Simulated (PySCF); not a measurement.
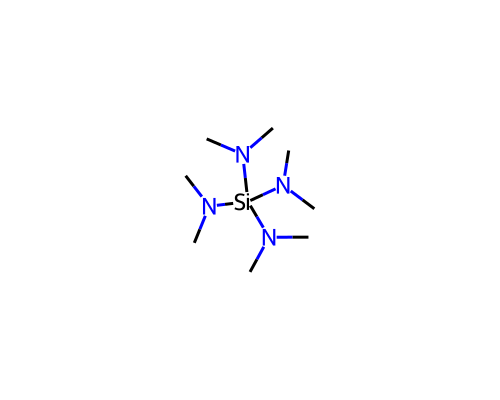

Structural formula above. The geometry was computed by an optimisation with PBE0-D3(BJ)/def2-SVP. No frequency run is at hand to confirm it as a minimum.

What does the molecule look like in three dimensions?

It has 37 atoms: 8 carbon, 24 hydrogen, 4 nitrogen and 1 silicon (C₈H₂₄N₄Si). Its SMILES string is `CN(C)[Si](N(C)C)(N(C)C)N(C)C`. It has no ring. Among its groups: Si–N bond.

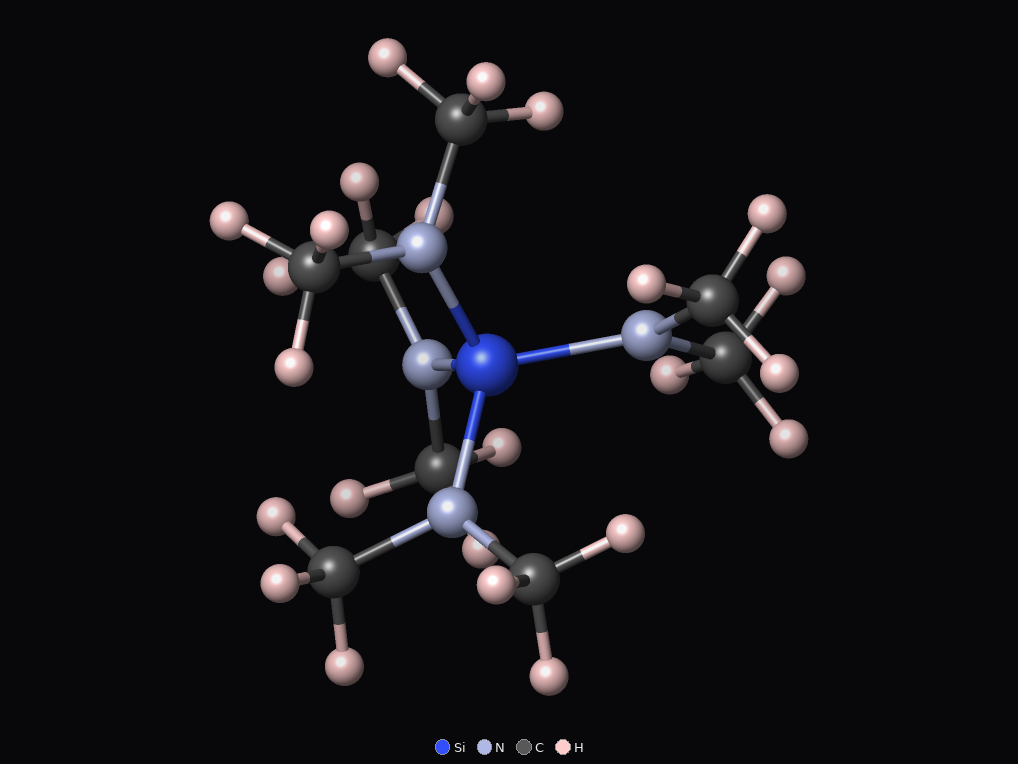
